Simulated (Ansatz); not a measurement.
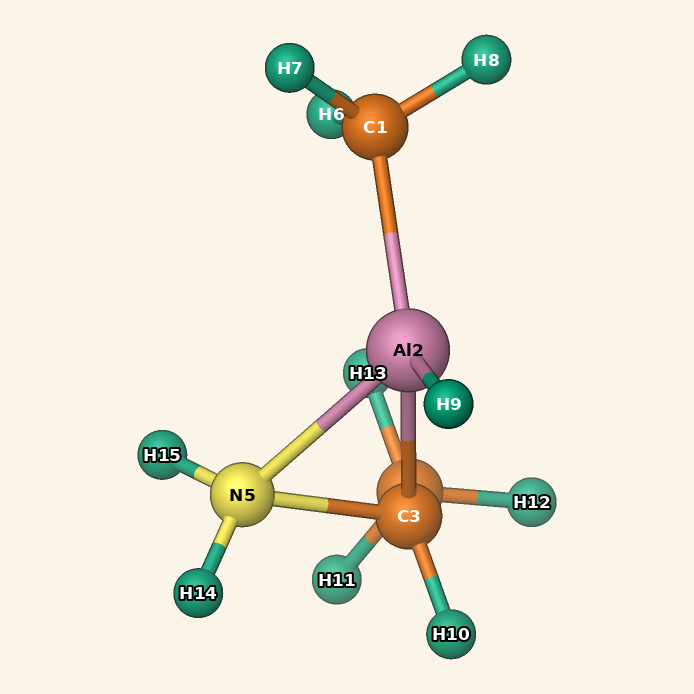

C4 lies behind C3. The molecule seen nearly along the C3–C4 bond, C3 in front. Depth is shown by fading: the farther an atom, the more it takes the colour of the background. The computed structure is the end point of a PBE0-D4/def2-TZVP optimisation. No frequency run is at hand to confirm it as a minimum.

Q: What is the torsion angle Al2–C3–C4–H11? The sign is positive where the front bond must turn clockwise to cover the back bond.

A: −142°, anticlinal.
